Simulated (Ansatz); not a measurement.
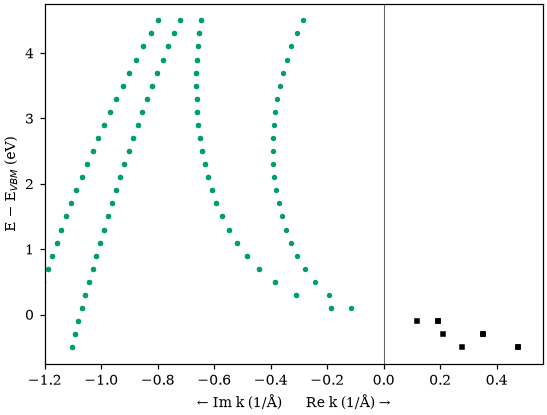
Figure. Complex bands at the centre of the two-dimensional zone; r2SCAN (Ansatz, a program for electronic structure)

The gap is the functional's own, uncorrected, and κ follows it; spin-orbit coupling is left out. Mid-gap values are interpolated between the computed energies.

**Question.** This is CaO (Fm-3m, rock salt, 2 atoms a cell, 13.9 Å³ an atom) along the normal of (111). Read off the slowest decay at the centre of the two-dimensional zone at 2.10 eV, the computed energy nearest the middle of the gap.

**Answer.** κ ≈ 0.39 1/Å, a decay length 1/(2κ) of the density of 1.3 Å.
